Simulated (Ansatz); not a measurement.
Breaking a bond: GeAl (cation, charge +1), lowest triplet found (which spin is the ground state isn't settled by this scan).

UKS-PBE = unrestricted PBE/aug-cc-pVDZ (Ansatz, a quantum-chemistry and plane-wave program); UCCSD = CCSD on UHF/aug-cc-pVDZ, cores with 3d frozen (Ansatz); UCCSDT(Q) = CCSDT(Q) on UHF/aug-cc-pVDZ, cores with 3d frozen (Ansatz); UMP2 = MP2 on UHF/aug-cc-pVDZ, cores with 3d frozen run with Ansatz.

Energies are in kJ/mol, each relative to the lowest point of its own curve between 2.51 and 3.53 Å, where full CI is lowest.

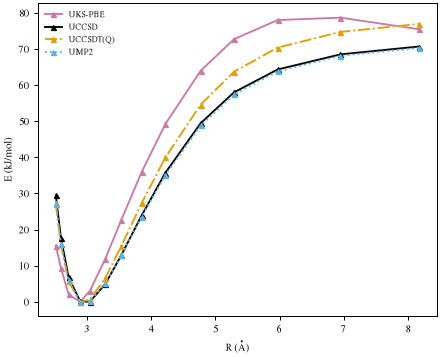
Figure: Energy against bond length for each method.

```tsv
R / Å	UKS-PBE	UCCSD	UCCSDT(Q)	UMP2
2.51	15.6	29.5	27.3	27.1
2.59	9.4	17.8	16.0	16.1
2.71	2.1	6.8	5.7	5.9
2.89	0.0	0.2	0.0	0.0
3.04	3.0	0.0	0.6	0.1
3.28	11.8	4.9	6.5	5.1
3.53	22.6	12.9	15.4	12.9
3.85	36.0	23.9	27.3	23.6
4.22	49.3	35.7	40.0	35.1
4.77	64.0	49.5	54.6	48.8
5.29	72.7	58.0	63.7	57.4
5.97	78.0	64.3	70.4	63.8
6.95	78.7	68.5	74.7	68.1
8.17	75.5	70.7	76.9	70.3
```

At the longest distance, 8.17 Å, UCCSDT(Q) lies highest above its minimum (76.9 kJ/mol) and UMP2 lowest (70.3 kJ/mol).

The scan ran from 1.72 to 8.17 Å; beyond the distances shown full CI changes its symmetry label.
